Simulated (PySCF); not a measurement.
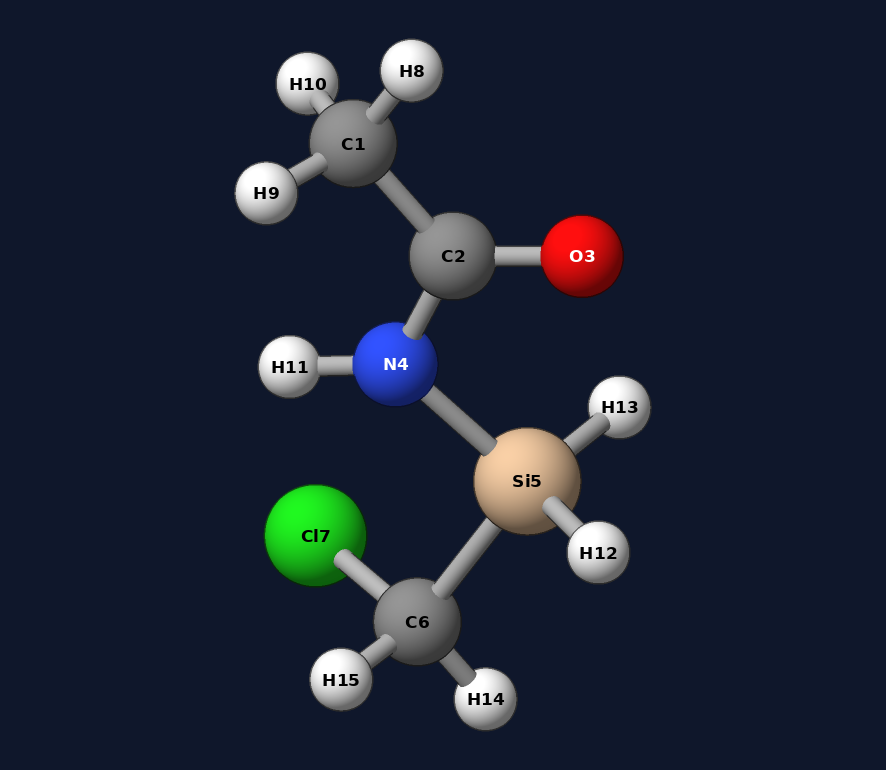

The geometry was computed by an optimisation with GFN2-xTB. No frequency run is at hand to confirm it as a minimum. Properties computed with GIAO PBE0/pcSseg-1 NMR shielding, non-relativistic, gas phase (PySCF 2.14.0). Principal shieldings σ11 ≤ σ22 ≤ σ33, span Ω = σ33 − σ11, skew κ = 3(σiso − σ22)/Ω.

Give the shielding tensors of the O atoms.

```tsv
atom	σ11	σ22	σ33	σiso	Ω	κ
O3	−385.2	−215.9	270.1	−110.3	655.3	0.48
```

Shieldings and span in ppm.

The geometry is semi-empirical. Around Si such bond lengths and angles can be off by a tenth of an ångström or more and by several degrees, and values that hang on the shape move with them.
